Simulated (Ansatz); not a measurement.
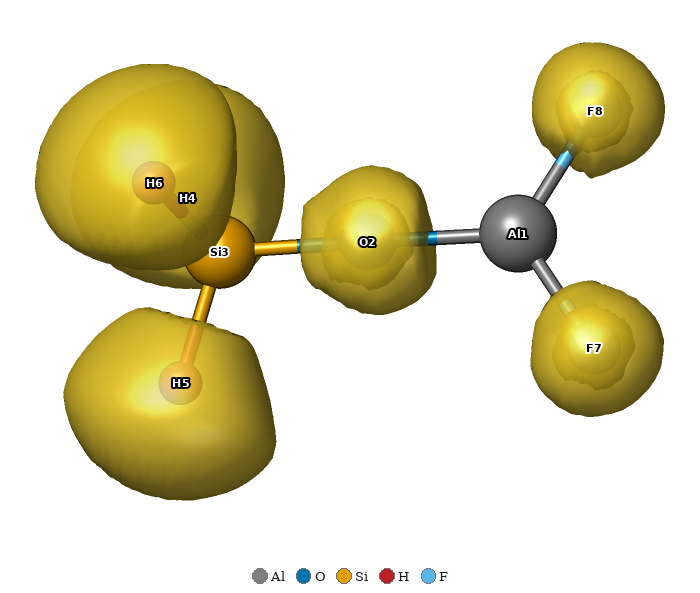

The picture shows: AlF2H3OSi. Isosurface of the electron localisation function at 0.8 (yellow), seen at a tilt. Only the valence region is drawn (cores and ρ < 0.01 e/Å³ removed).

Level of theory: RKS LDA/def2-SVP (Ansatz 0.2.0).

```yaml
atoms:
  - { symbol: Al, position_ang: [-0.0479, 0.0221, -0.1752] }
  - { symbol: O, position_ang: [-0.7356, -0.2136, 1.3238] }
  - { symbol: Si, position_ang: [-1.4009, -0.4619, 2.8128] }
  - { symbol: H, position_ang: [-2.5611, -1.4150, 2.7016] }
  - { symbol: H, position_ang: [-0.3734, -1.0457, 3.7457] }
  - { symbol: H, position_ang: [-1.8885, 0.8475, 3.3733] }
  - { symbol: F, position_ang: [1.5848, 0.0766, -0.3625] }
  - { symbol: F, position_ang: [-0.9804, 0.2093, -1.5164] }
```

> Where are the electrons localised?

The ELF exceeds this value in three regions around hydrogen nuclei, two regions wrapped around F (the valence shell of each) and one region wrapped around O (its valence shell). Along the contacts the grid gives the following. Al–F (1.64 Å): the ELF peaks at about 0.85 in the valence shell of F, 0.6 Å from its nucleus, and is about 0.30 at the midpoint. Si–O (1.65 Å): the ELF peaks at about 0.85 between the atoms, as expected for a polar covalent bond.
